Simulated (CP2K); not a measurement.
# SiH3Cl (chlorosilane) at Pade/SZV-MOLOPT-SR-GTH (core potential)

Aim: the energy change on altering one bond length of SiH3Cl (chlorosilane) at Pade/SZV-MOLOPT-SR-GTH (core potential), from 2 runs. 

The results are computed with CP2K 2026.2.

2 further runs of the same task are left out: 1 that didn't finish, 1 set aside as unsound or not needed.

## 1. Starting point

SiH3Cl: 5 atoms, total charge 0, spin state singlet. SMILES: `[SiH3]Cl`. Geometry: relaxed at PBE0-D4/def2-TZVP.

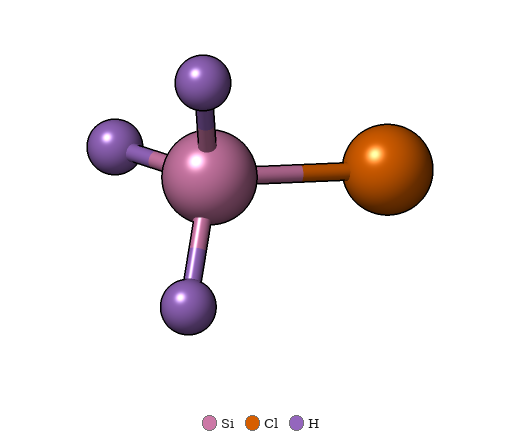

The structure, seen from a chosen angle (silicon pink, chlorine orange, hydrogen purple).

## 2. A single-point energy at Pade/SZV-MOLOPT-SR-GTH (core potential)

The input, mol.inp:

```
&GLOBAL
    PROJECT_NAME mol
    RUN_TYPE ENERGY
    PRINT_LEVEL MEDIUM
&END GLOBAL

&FORCE_EVAL
    METHOD QS
    &DFT
        BASIS_SET_FILE_NAME BASIS_MOLOPT
        POTENTIAL_FILE_NAME GTH_POTENTIALS
        CHARGE 0
        MULTIPLICITY 1
        &QS
            METHOD GPW
            EPS_DEFAULT 1.0E-10
        &END QS
        &MGRID
            CUTOFF 400
            REL_CUTOFF 50
            NGRIDS 4
        &END MGRID
        ! isolated system
        &POISSON
            PERIODIC NONE
            POISSON_SOLVER MULTIPOLE
        &END POISSON
        ! self-consistent field
        &SCF
            SCF_GUESS ATOMIC
            EPS_SCF 1.0E-06
            MAX_SCF 40
            &OT ON
                MINIMIZER CG
                PRECONDITIONER FULL_SINGLE_INVERSE
            &END OT
            &OUTER_SCF
                EPS_SCF 1.0E-06
                MAX_SCF 5
            &END OUTER_SCF
        &END SCF
        &XC
            &XC_FUNCTIONAL PADE
            &END XC_FUNCTIONAL
        &END XC
        ! extra output
        &PRINT
            &MOMENTS
                PERIODIC F
                REFERENCE COM
                MAX_MOMENT 1
            &END MOMENTS
            &MO_CUBES
                NLUMO 5
                NHOMO -1
                WRITE_CUBE F
            &END MO_CUBES
            &HIRSHFELD OFF
            &END HIRSHFELD
        &END PRINT
    &END DFT
    &SUBSYS
        &CELL
            ABC [angstrom] 9.8 9.1 9.4
            PERIODIC NONE
        &END CELL
        &COORD
            UNIT bohr
            Si    -0.2116493     0.0351489    -0.0583925
            Cl     3.4738835    -0.9703744     0.6234206
            H     -1.7969406    -0.9227533     2.0392035
            H     -1.0104366    -1.1068126    -2.4848009
            H     -0.3605597     2.8258964    -0.1978543
        &END COORD
        &TOPOLOGY
            &CENTER_COORDINATES
            &END CENTER_COORDINATES
        &END TOPOLOGY
        &KIND Si
            BASIS_SET SZV-MOLOPT-SR-GTH-q4
            POTENTIAL GTH-PADE-q4
        &END KIND
        &KIND Cl
            BASIS_SET SZV-MOLOPT-SR-GTH-q7
            POTENTIAL GTH-PADE-q7
        &END KIND
        &KIND H
            BASIS_SET SZV-MOLOPT-SR-GTH-q1
            POTENTIAL GTH-PADE-q1
        &END KIND
    &END SUBSYS
&END FORCE_EVAL
```

Started as:

```
$ OMP_NUM_THREADS=1 cp2k.psmp mol.inp > mol.out
```

The log of the run, cut to the lines that bear on the results:

```text
CP2K| version string:                                       CP2K version 2026.2
[...]
 GLOBAL| Method name                                                        CP2K
[...]
 GLOBAL| Run type                                                         ENERGY
[...]
 DFT| Spin restricted Kohn-Sham (RKS) calculation                            RKS
 DFT| Multiplicity                                                             1
[...]
 DFT| Charge                                                                   0
[...]
 FUNCTIONAL| PADE:
 QS| Method:                                                                 GPW
[...]
 QS| Density cutoff [a.u.]:                                                200.0
[...]
 QS| Relative density cutoff [a.u.]:                                        25.0
[...]
                             - Atoms:                                          5
[...]
                             - Spherical basis functions:                     11
[...]
 Number of electrons:                                                         14
[...]
     1 OT CG       0.80E-01    0.4     0.28293350       -19.3632366498 -1.94E+01
[...]
    35 OT CG       0.10E+00    0.4     0.00000087       -20.5813069627 -7.02E-12
  *** SCF run converged in    35 steps ***
[...]
  Overlap energy of the core charge distribution:               0.00000003105790
  Self energy of the core charge distribution:                -48.20318210211513
  Core Hamiltonian energy:                                     11.62002063645307
  Hartree energy:                                              21.06208399033671
  Exchange-correlation energy:                                 -5.06022951838745
  Total energy:                                               -20.58130696265490
[...]
                     Mulliken Population Analysis
 #  Atom  Element  Kind  Atomic population                           Net charge
       1     Si       1          4.003610                             -0.003610
       2     Cl       2          7.277449                             -0.277449
       3     H        3          0.906621                              0.093379
       4     H        3          0.906484                              0.093516
       5     H        3          0.905835                              0.094165
 # Total charge                             14.000000                 -0.000000
[...]
  Dipole moment [Debye]
    X= -0.2286790E+01 Y=  0.6293368E+00 Z= -0.4247212E+00  Total=      2.4095356
[...]
 HOMO - LUMO gap [eV] :    7.059221
 ENERGY| Total FORCE_EVAL ( QS ) energy [hartree]            -20.581306962654903
[...]
```

Wall time 26 s (1 thread of AMD EPYC 9R14 (Zen 4), shared host); peak memory 0.72 GiB.

## 3. The distorted shape at the same level

The input, qs.inp:

```
&FORCE_EVAL
    METHOD QUICKSTEP
    &DFT
        BASIS_SET_FILE_NAME BASIS_MOLOPT
        POTENTIAL_FILE_NAME GTH_POTENTIALS
        &QS
            METHOD GPW
            EPS_DEFAULT 1.0E-10
        &END QS
        &MGRID
            CUTOFF 400
            REL_CUTOFF 50
            NGRIDS 4
        &END MGRID
        &POISSON
            PERIODIC NONE
            POISSON_SOLVER MULTIPOLE
        &END POISSON
        &SCF
            SCF_GUESS ATOMIC
            EPS_SCF 1.0E-06
            MAX_SCF 50
            &OT
                MINIMIZER DIIS
                PRECONDITIONER FULL_ALL
            &END OT
            &OUTER_SCF
                EPS_SCF 1.0E-06
                MAX_SCF 8
            &END OUTER_SCF
        &END SCF
        &XC
            &XC_FUNCTIONAL PADE
            &END XC_FUNCTIONAL
        &END XC
        &PRINT
            &MOMENTS
                PERIODIC F
                REFERENCE COM
                MAX_MOMENT 1
            &END MOMENTS
            &MO_CUBES
                NLUMO 5
                NHOMO -1
                WRITE_CUBE F
            &END MO_CUBES
            &HIRSHFELD OFF
            &END HIRSHFELD
        &END PRINT
    &END DFT
    &SUBSYS
        &CELL
            ABC 9.8 10.9 9.4
            PERIODIC NONE
        &END CELL
        &COORD
            Si    -0.017442    -1.753530     0.057658
            Cl     1.932858    -2.285630     0.418458
            H     -0.856342    -2.260430     1.167658
            H     -0.440142    -2.357830    -1.226342
            H     -0.190800     1.495400    -0.104700
        &END COORD
        &TOPOLOGY
            &CENTER_COORDINATES
            &END CENTER_COORDINATES
        &END TOPOLOGY
        &KIND Si
            BASIS_SET SZV-MOLOPT-SR-GTH-q4
            POTENTIAL GTH-PADE-q4
        &END KIND
        &KIND Cl
            BASIS_SET SZV-MOLOPT-SR-GTH-q7
            POTENTIAL GTH-PADE-q7
        &END KIND
        &KIND H
            BASIS_SET SZV-MOLOPT-SR-GTH-q1
            POTENTIAL GTH-PADE-q1
        &END KIND
    &END SUBSYS
&END FORCE_EVAL
&GLOBAL
    PROJECT_NAME qs
    RUN_TYPE ENERGY
    PRINT_LEVEL MEDIUM
&END GLOBAL
```

Started as:

```
$ OMP_NUM_THREADS=1 cp2k.psmp -i qs.inp > qs.out 2>&1
```

The log of the run, cut to the lines that bear on the results:

```text
CP2K| version string:                                       CP2K version 2026.2
[...]
 GLOBAL| Method name                                                        CP2K
[...]
 GLOBAL| Run type                                                         ENERGY
[...]
 GENERATE| WARNING:: No connections detected for Hydrogen - Atom Nr:         5 !
 GENERATE|  Preliminary Number of Bonds generated:                             0
 GENERATE|  Achieved consistency in connectivity generation.
[...]
 DFT| Spin restricted Kohn-Sham (RKS) calculation                            RKS
 DFT| Multiplicity                                                             1
[...]
 DFT| Charge                                                                   0
[...]
 FUNCTIONAL| PADE:
 QS| Method:                                                                 GPW
[...]
 QS| Density cutoff [a.u.]:                                                200.0
[...]
 QS| Relative density cutoff [a.u.]:                                        25.0
[...]
                             - Atoms:                                          5
[...]
                             - Spherical basis functions:                     11
[...]
 Number of electrons:                                                         14
[...]
     1 OT DIIS     0.15E+00    0.4     0.38728184       -19.3661912446 -1.94E+01
[...]
    47 OT DIIS     0.15E+00    0.4     0.00000068       -20.3837613989 -2.35E-12
  *** SCF run converged in    47 steps ***
[...]
  Overlap energy of the core charge distribution:               0.00000002096663
  Self energy of the core charge distribution:                -48.20318210211513
  Core Hamiltonian energy:                                     11.69977645902836
  Hartree energy:                                              21.10000753320728
  Exchange-correlation energy:                                 -4.98036330994179
  Total energy:                                               -20.38376139885465
[...]
  Dipole moment [Debye]
    X= -0.2059511E+01 Y=  0.1222626E+01 Z= -0.4079895E+00  Total=      2.4295792
[...]
 HOMO - LUMO gap [eV] :    1.434706
 ENERGY| Total FORCE_EVAL ( QS ) energy [hartree]            -20.383761398854645
[...]
```

Run time: 23 s. Hardware: 1 thread of AMD EPYC 9R14 (Zen 4), shared host; peak memory 0.79 GiB.

## 4. Summary of results

Level: Pade/SZV-MOLOPT-SR-GTH (core potential).

```
                                                          quantity         value
                                         first shape: total energy  -20.58131 Eh
                                        first shape: dipole moment        2.41 D
                                          first shape: HOMO energy      -6.51 eV
                                          first shape: LUMO energy       0.55 eV
                                        first shape: HOMO–LUMO gap       7.06 eV
                                     distorted shape: total energy  -20.38376 Eh
                                    distorted shape: dipole moment        2.43 D
                                      distorted shape: HOMO energy      -4.55 eV
                                      distorted shape: LUMO energy      -3.12 eV
                                    distorted shape: HOMO–LUMO gap       1.43 eV
energy change with the Si1–H5 bond stretched from 1.481 to 3.258 Å      5.375 eV
```

**Reading.** One bond (distorted shape) is far stretched, which a spin-restricted single reference describes badly; a broken-symmetry solution may lie lower. With the Si1–H5 bond stretched from 1.481 to 3.258 Å the energy rises by 5.38 eV (124 kcal/mol). The first shape isn't relaxed at this level, so the change isn't measured from a minimum. A restricted reference can't describe the breaking bond well at this length. The minimal basis adds a large error of its own.
